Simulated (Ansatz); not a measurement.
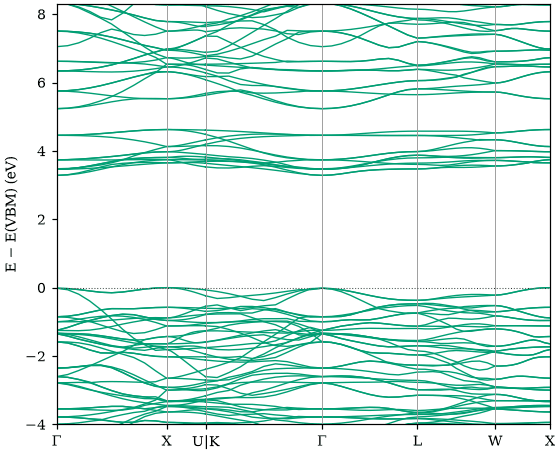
Band structure from r²SCAN (plane waves, PAW; program Ansatz)

### Question
Read off the gap and where the band edges lie.

### Answer
About 3.3 eV (3.28 eV by a search for the band edges); maximum at X, minimum at Γ.

### Question
Which of these materials gives this?
A. MgCo2O4, spinel
B. In2Pt2O7, Fd-3m (In on 16d, Pt on 16c, O on 8b, O on 48f)
C. Y2Ti2O7, Fd-3m (Y on 16d, Ti on 16c, O on 8b, O on 48f)
D. TiNi4GeO8, F-43m (Pearson symbol cF56)

### Answer
C, Y2Ti2O7, Fd-3m (Y on 16d, Ti on 16c, O on 8b, O on 48f)

The workflow started from a Materials Project entry (that database holds measured and hypothetical structures alike); the Crystallography Open Database files this formula in space group No. 227, but the cells were not matched. Its standing as an ambient phase is unchecked. The cell was relaxed with r²SCAN under the symmetry of its start; its stability against distortions is not shown here. No spin polarisation was allowed. Scalar-relativistic: spin–orbit coupling is off unless named, which matters more the heavier the elements.

Potentials: the later of the program's two PAW sets.
